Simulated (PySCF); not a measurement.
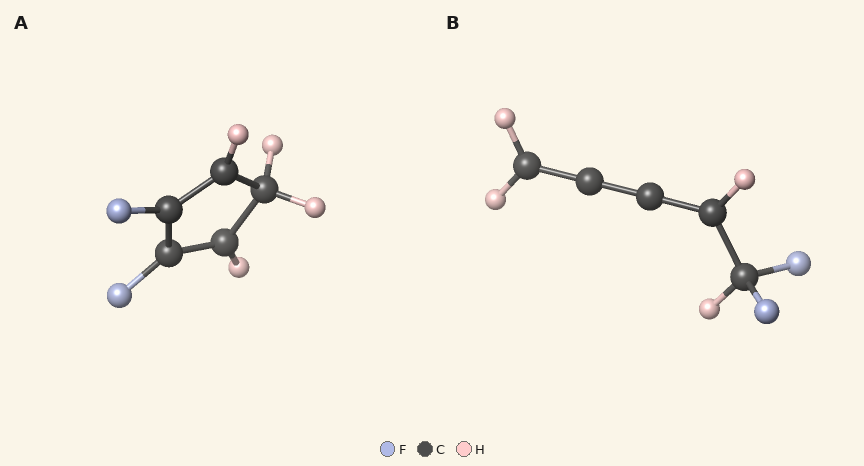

2 stationary structures of one formula. Geometries: PBE0-D3(BJ)/def2-SVP. Electronic energies: PBE0-D3(BJ)/def2-SVP (PySCF 2.14.0), without zero-point energy. No frequency run is at hand to confirm each as a minimum. Each is one conformer, not always the lowest.

> Are they conformers, stereoisomers or constitutional isomers?

They are constitutional isomers of C5H4F2: A `FC1=CCC=C1F`, B `C=C=C=CC(F)F`.

> Which is lowest in energy, and by how much?

A is lowest; B lies 1.622 eV above it.
